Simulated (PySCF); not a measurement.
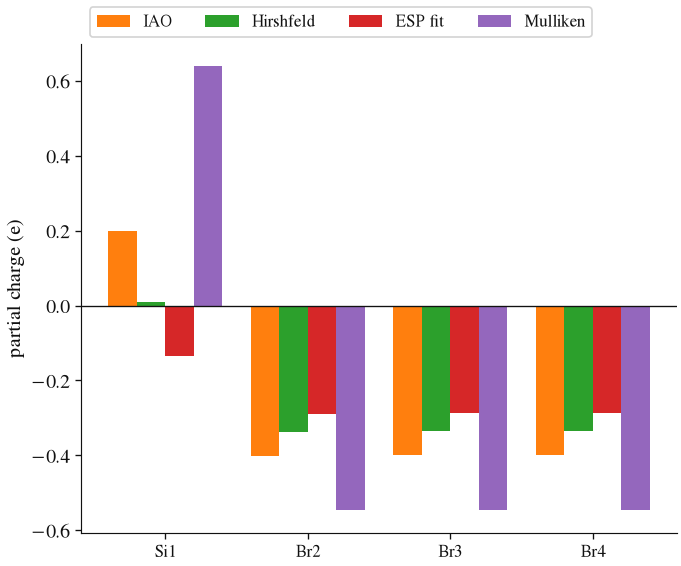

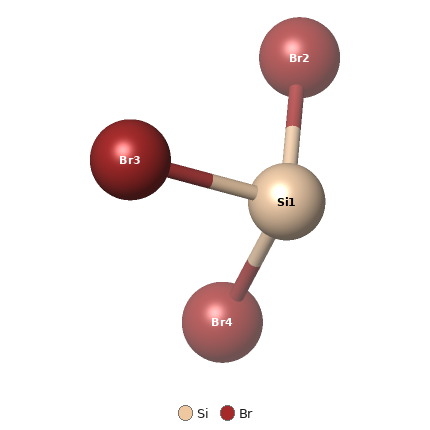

Atomic charges of SiBr₃⁻ ([SiBr3]-), SMILES Br[Si-](Br)Br by 4 schemes, PBE0/pcSseg-1 in PySCF 2.14.0, at a PBE0-D3(BJ)/def2-SVP geometry (no frequency check).

> Which atom is the most negative in each scheme?

IAO: Br2 (−0.40 e), Br3 (−0.40 e) and Br4 (−0.40 e); Hirshfeld: Br2 (−0.34 e), Br3 (−0.34 e) and Br4 (−0.34 e); ESP fit: Br2 (−0.29 e), Br4 (−0.29 e) and Br3 (−0.29 e); Mulliken: Br2 (−0.55 e), Br3 (−0.55 e) and Br4 (−0.55 e).

> On which atom do the schemes disagree most?

On Si1: IAO 0.20, Hirshfeld 0.01, ESP fit −0.14, Mulliken 0.64 e.

Note: an anion in a basis that has no diffuse functions.
